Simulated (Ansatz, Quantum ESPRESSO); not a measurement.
## AgSb (Pm-3m): from the cell to the phonon bands

How does AgSb (Pm-3m) vibrate, and is this structure a minimum?

Method: DFT LDA, scalar-relativistic, plane waves, JTH PAW pseudopotentials, in Quantum ESPRESSO 7.5.

The structure was built from a prototype and need not be the compound's stable phase.

### Step 1. Starting point

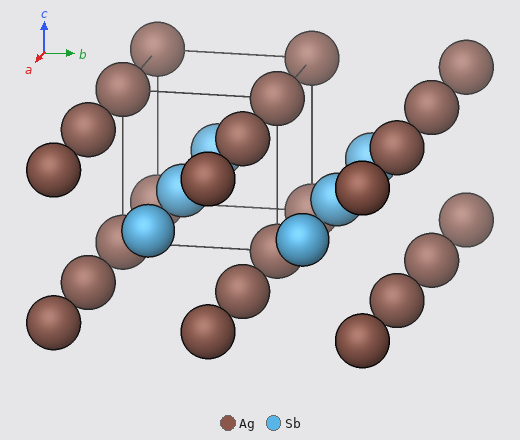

The cell as given, slightly off an axis (silver brown, antimony blue). 3×2×1 cells are drawn. Some periodic images of atoms are drawn too.

As a file:

```
CELL_PARAMETERS angstrom
3.50435 0.00000 0.00000
0.00000 3.50435 0.00000
0.00000 0.00000 3.50435
ATOMIC_POSITIONS crystal
Ag 0.00000 0.00000 0.00000
Sb 0.50000 0.50000 0.50000
```

### Step 2. A probe with smearing

Before anything dear is run, a loose run with smearing shows whether this is a metal and how far the cell is from rest.

Contents of probe.in:

```
&CONTROL
  calculation = 'scf'
  prefix      = 'x'
  outdir      = './tmp'
  pseudo_dir  = './pseudo'
  tprnfor     = .true.
  tstress     = .true.
  verbosity   = 'high'
/
&SYSTEM
  ibrav       = 1
  celldm(1)   = 6.62225861
  nat         = 2
  ntyp        = 2
  ecutwfc     = 40.0
  ecutrho     = 200.0
  occupations = 'smearing'
  smearing    = 'gaussian'
  degauss     = 0.01
/
&ELECTRONS
  conv_thr         = 1.0d-07
  mixing_beta      = 0.7
  electron_maxstep = 100
/
ATOMIC_SPECIES
 Ag    107.8682  Ag.upf
 Sb    121.7600  Sb.upf
ATOMIC_POSITIONS crystal
 Ag     0.000000000   0.000000000   0.000000000
 Sb     0.500000000   0.500000000   0.500000000
K_POINTS automatic
 6 6 6 0 0 0
```

The run is started by

```sh
OMP_NUM_THREADS=1 mpirun -n 4 pw.x -nk 4 -in probe.in > probe.out
```

Output:

```text
[banners, grids, parts of the stress and lines that vanish by symmetry left out]
Program PWSCF v.7.5
     file Ag.upf: wavefunction(s)  0S 5P 0P 4D 0D renormalized
     file Sb.upf: wavefunction(s)  0S 0P 4D 0D renormalized
[...]
kinetic-energy cutoff     =      40.0000  Ry
     charge density cutoff     =     200.0000  Ry
     scf convergence threshold =      1.0E-07
[...]
Exchange-correlation= SLA PW NOGX NOGC
                           (   1   4   0   0   0   0   0)
[...]
48 Sym. Ops., with inversion, found
[...]
(     0          1          0      )
                  (     0          0          1      )
[...]
(  0.0000000  1.0000000  0.0000000 )
                  (  0.0000000  0.0000000  1.0000000 )
[...]
(     0         -1          0      )
[...]
(  0.0000000 -1.0000000  0.0000000 )
[...]
(     0          0          1      )
                  (     1          0          0      )
[...]
( -1.0000000  0.0000000  0.0000000 )
                  (  0.0000000  1.0000000  0.0000000 )
[...]
number of k points=    20  Gaussian smearing, width (Ry)=  0.0100
[...]
End of self-consistent calculation
[...]
the Fermi energy is    12.9067 ev
!    total energy              =    -810.34786739 Ry
[...]
convergence has been achieved in   7 iterations
[...]
atom    1 type  1   force =     0.00000000    0.00000000    0.00000000
     atom    2 type  2   force =     0.00000000    0.00000000    0.00000000
[...]
Total force =     0.000000     Total SCF correction =     0.000000
[...]
total   stress  (Ry/bohr**3)                   (kbar)     P=      -18.95
[...]
XML data file, charge density, pseudopotentials, collected wavefunctions

   JOB DONE.
```

Wall time 3.2 s (4 MPI ranks of Arm Neoverse V1, shared host); 13 s of CPU time.

Read from the output:

| Quantity | Value |
| --- | --- |
| volume per atom | 21.52 Å³ |
| pressure | -1.895 GPa |
| gap on the k-mesh | 0 eV |

No gap opens on this mesh, so smearing is kept; the start stands at -1.9 GPa.

### Step 3. Relaxation

The relaxation runs at a cutoff a fifth above that of the response, since stress converges more slowly with the basis than frequencies do. Forces and stress are brought to rest with tight thresholds.

Contents of relax.in:

```
&CONTROL
  calculation   = 'vc-relax'
  prefix        = 'x'
  outdir        = './tmp'
  pseudo_dir    = './pseudo'
  tprnfor       = .true.
  tstress       = .true.
  forc_conv_thr = 2.0d-05
  etot_conv_thr = 1.0d-07
  nstep         = 40
/
&SYSTEM
  ibrav       = 1
  celldm(1)   = 6.62225861
  nat         = 2
  ntyp        = 2
  ecutwfc     = 48
  ecutrho     = 240.0
  occupations = 'smearing'
  smearing    = 'mv'
  degauss     = 0.02
/
&ELECTRONS
  conv_thr         = 1.0d-11
  mixing_beta      = 0.7
  electron_maxstep = 100
/
&IONS
/
&CELL
  press_conv_thr = 0.2
/
ATOMIC_SPECIES
 Ag    107.8682  Ag.upf
 Sb    121.7600  Sb.upf
ATOMIC_POSITIONS crystal
 Ag     0.000000000   0.000000000   0.000000000
 Sb     0.500000000   0.500000000   0.500000000
K_POINTS automatic
 10 10 10 0 0 0
```

The run is started by

```sh
OMP_NUM_THREADS=1 mpirun -n 4 pw.x -nk 4 -in relax.in > relax.out
```

Output:

```text
[banners, grids, parts of the stress and lines that vanish by symmetry left out]
[banner, memory and clock lines left out]
Program PWSCF v.7.5

[...]
kinetic-energy cutoff     =      48.0000  Ry
     charge density cutoff     =     240.0000  Ry
     scf convergence threshold =      1.0E-11
[...]
energy convergence thresh.=      1.0E-07
     force convergence thresh. =      2.0E-05
     press convergence thresh. =      2.0E-01
     Exchange-correlation= SLA PW NOGX NOGC
                           (   1   4   0   0   0   0   0)
[...]
48 Sym. Ops., with inversion, found
[...]
number of k points=    56  Marzari-Vanderbilt smearing, width (Ry)=  0.0200
[...]
c_bands:  1 eigenvalues not converged
[...]
End of self-consistent calculation
[...]
the Fermi energy is    12.8355 ev
!    total energy              =    -810.34812239 Ry
[...]
convergence has been achieved in  11 iterations
[...]
atom    1 type  1   force =     0.00000000    0.00000000    0.00000000
     atom    2 type  2   force =     0.00000000    0.00000000    0.00000000
     Total force =     0.000000     Total SCF correction =     0.000000
[...]
total   stress  (Ry/bohr**3)                   (kbar)     P=      -19.89
[...]
number of bfgs steps    =   0
[...]
CELL_PARAMETERS (alat=  6.62225861)
[...]
ATOMIC_POSITIONS (crystal)
Ag               0.0000000000        0.0000000000        0.0000000000
Sb               0.5000000000        0.5000000000        0.5000000000
[...]
New effective cutoffs (rho, wfc):  241.08   48.33
[...]
End of self-consistent calculation
[...]
the Fermi energy is    13.0238 ev
!    total energy              =    -810.34843644 Ry
[...]
convergence has been achieved in  16 iterations
[...]
atom    1 type  1   force =     0.00000000    0.00000000    0.00000000
     atom    2 type  2   force =     0.00000000    0.00000000    0.00000000
     Total force =     0.000000     Total SCF correction =     0.000000
[...]
total   stress  (Ry/bohr**3)                   (kbar)     P=      -11.52
[...]
number of bfgs steps    =   1
[...]
CELL_PARAMETERS (alat=  6.62225861)
[...]
ATOMIC_POSITIONS (crystal)
Ag               0.0000000000        0.0000000000        0.0000000000
Sb               0.5000000000        0.5000000000        0.5000000000
[...]
New effective cutoffs (rho, wfc):  243.32   48.77
[...]
End of self-consistent calculation
[...]
the Fermi energy is    13.2834 ev
!    total energy              =    -810.34858507 Ry
[...]
convergence has been achieved in  18 iterations
[...]
atom    1 type  1   force =     0.00000000    0.00000000    0.00000000
     atom    2 type  2   force =     0.00000000    0.00000000    0.00000000
     Total force =     0.000000     Total SCF correction =     0.000000
[...]
total   stress  (Ry/bohr**3)                   (kbar)     P=        0.60
[...]
number of bfgs steps    =   2
[...]
CELL_PARAMETERS (alat=  6.62225861)
[...]
ATOMIC_POSITIONS (crystal)
[...]
New effective cutoffs (rho, wfc):  243.21   48.75
[...]
End of self-consistent calculation
[...]
the Fermi energy is    13.2705 ev
!    total energy              =    -810.34858545 Ry
[...]
convergence has been achieved in  12 iterations
[...]
atom    1 type  1   force =     0.00000000    0.00000000    0.00000000
     atom    2 type  2   force =     0.00000000    0.00000000    0.00000000
     Total force =     0.000000     Total SCF correction =     0.000000
[...]
total   stress  (Ry/bohr**3)                   (kbar)     P=       -0.02
[...]
number of bfgs steps    =   3
[...]
small trust_radius: resetting bfgs history
[...]
CELL_PARAMETERS (alat=  6.62225861)
[...]
ATOMIC_POSITIONS (crystal)
[...]
New effective cutoffs (rho, wfc):  243.21   48.75
[...]
End of self-consistent calculation
[...]
the Fermi energy is    13.2708 ev
!    total energy              =    -810.34858545 Ry
[...]
convergence has been achieved in   8 iterations
[...]
atom    1 type  1   force =     0.00000000    0.00000000    0.00000000
     atom    2 type  2   force =     0.00000000    0.00000000    0.00000000
     Total force =     0.000000     Total SCF correction =     0.000000
[...]
total   stress  (Ry/bohr**3)                   (kbar)     P=       -0.01
[...]
bfgs converged in   5 scf cycles and   4 bfgs steps
[...]
End of BFGS Geometry Optimization
     Final enthalpy           =    -810.3485854482 Ry
     File ./tmp/x.bfgs deleted, as requested
[...]
CELL_PARAMETERS (alat=  6.62225861)
[...]
ATOMIC_POSITIONS (crystal)
Ag               0.0000000000        0.0000000000        0.0000000000
Sb               0.5000000000        0.5000000000        0.5000000000
[...]
Final scf calculation at the relaxed structure.
[...]
kinetic-energy cutoff     =      48.0000  Ry
     charge density cutoff     =     240.0000  Ry
     scf convergence threshold =      1.0E-13
[...]
press convergence thresh. =      2.0E-01
     Exchange-correlation= SLA PW NOGX NOGC
                           (   1   4   0   0   0   0   0)
[...]
48 Sym. Ops., with inversion, found
[...]
number of k points=    56  Marzari-Vanderbilt smearing, width (Ry)=  0.0200
[...]
c_bands:  1 eigenvalues not converged
     c_bands:  1 eigenvalues not converged
[...]
End of self-consistent calculation
[...]
the Fermi energy is    13.2708 ev
!    total energy              =    -810.34853028 Ry
[...]
convergence has been achieved in  13 iterations
[...]
atom    1 type  1   force =     0.00000000    0.00000000    0.00000000
     atom    2 type  2   force =     0.00000000    0.00000000    0.00000000
     Total force =     0.000000     Total SCF correction =     0.000000
[...]
total   stress  (Ry/bohr**3)                   (kbar)     P=        0.10
[...]
XML data file, charge density, pseudopotentials, collected wavefunctions
```

Wall time 50 s (4 MPI ranks); 3.3 min of CPU time.

Step by step:

```
step  energy less that of the first step (eV)  largest force (eV/Å)  pressure (GPa)  volume (Å³)
   1                                   0.0000                0.0000           -1.99        43.03
   2                                  -0.0043                0.0000           -1.15        42.60
   3                                  -0.0063                0.0000            0.06        42.02
   4                                  -0.0063                0.0000            0.00        42.04
   5                                  -0.0063                0.0000            0.00        42.04
   6                                  -0.0055                0.0000            0.01        42.04
```

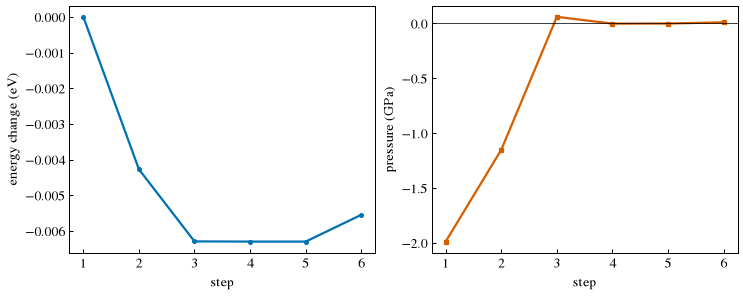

Energy and pressure along the relaxation.

```
conventional cell, symmetrised  before  after  change
                         a (Å)   3.504  3.477  -0.8 %
                         b (Å)   3.504  3.477  -0.8 %
                         c (Å)   3.504  3.477  -0.8 %
              volume (Å³/atom)   21.52  21.02  -2.3 %
```

Final coordinates:

```
CELL_PARAMETERS angstrom
3.47723 0.00000 0.00000
0.00000 3.47723 0.00000
0.00000 0.00000 3.47723
ATOMIC_POSITIONS crystal
Ag 0.00000 0.00000 0.00000
Sb 0.50000 0.50000 0.50000
```

The last row of the table of steps is pw.x's closing run on a basis chosen anew for the final cell, so its energy can jump.

This step gave:

```
volume per atom : 21.02 Å³
pressure        : 0.01 GPa
```

The volume changes by -2.3 % from the cell with which this run began.

### Step 4. Ground state

Perturbation theory inherits every error of the wavefunctions, so the threshold is set near the limit of the arithmetic. Smearing stays on, as the first look found no gap above 0.3 eV.

Contents of scf.in:

```
&CONTROL
  calculation = 'scf'
  prefix      = 'x'
  outdir      = './tmp'
  pseudo_dir  = './pseudo'
  tprnfor     = .true.
  tstress     = .true.
/
&SYSTEM
  ibrav       = 1
  celldm(1)   = 6.57101527
  nat         = 2
  ntyp        = 2
  ecutwfc     = 40.0
  ecutrho     = 200.0
  occupations = 'smearing'
  smearing    = 'mv'
  degauss     = 0.02
/
&ELECTRONS
  conv_thr         = 1.0d-12
  mixing_beta      = 0.7
  electron_maxstep = 100
/
ATOMIC_SPECIES
 Ag    107.8682  Ag.upf
 Sb    121.7600  Sb.upf
ATOMIC_POSITIONS crystal
 Ag     0.000000000   0.000000000   0.000000000
 Sb     0.500000000   0.500000000   0.500000000
K_POINTS automatic
 10 10 10 0 0 0
```

The run is started by

```sh
OMP_NUM_THREADS=1 mpirun -n 4 pw.x -nk 4 -in scf.in > scf.out
```

Output:

```text
[banners, grids, parts of the stress and lines that vanish by symmetry left out]
[banner, memory and clock lines left out]
Program PWSCF v.7.5

[...]
kinetic-energy cutoff     =      40.0000  Ry
     charge density cutoff     =     200.0000  Ry
     scf convergence threshold =      1.0E-12
[...]
Exchange-correlation= SLA PW NOGX NOGC
                           (   1   4   0   0   0   0   0)
[...]
48 Sym. Ops., with inversion, found
[...]
number of k points=    56  Marzari-Vanderbilt smearing, width (Ry)=  0.0200
[...]
End of self-consistent calculation
[...]
the Fermi energy is    13.2708 ev
!    total energy              =    -810.34806145 Ry
[...]
convergence has been achieved in  11 iterations
[...]
atom    1 type  1   force =     0.00000000    0.00000000    0.00000000
     atom    2 type  2   force =     0.00000000    0.00000000    0.00000000
     Total force =     0.000000     Total SCF correction =     0.000000
[...]
total   stress  (Ry/bohr**3)                   (kbar)     P=        0.08
[...]
XML data file, charge density, pseudopotentials, collected wavefunctions
```

Run time: 7.8 s. Hardware: 4 MPI ranks.

Read from the output:

```
pressure : 0.008 GPa
```

The cell stands at 0.008 GPa, close enough for phonons.

(Part 1 of 4 ends here.)

[Host names and launcher messages were left out of these logs when they were recorded.]

[Logs are printed without paths, hosts, clocks, repeated set-up lines and the standing remarks that a program may print on its own settings, such as how far it seeks lower states.]

[Hosts, paths, dates, database ids (printed as entryN), source tags and the programs' standing remarks are cut or masked in the printed files.]
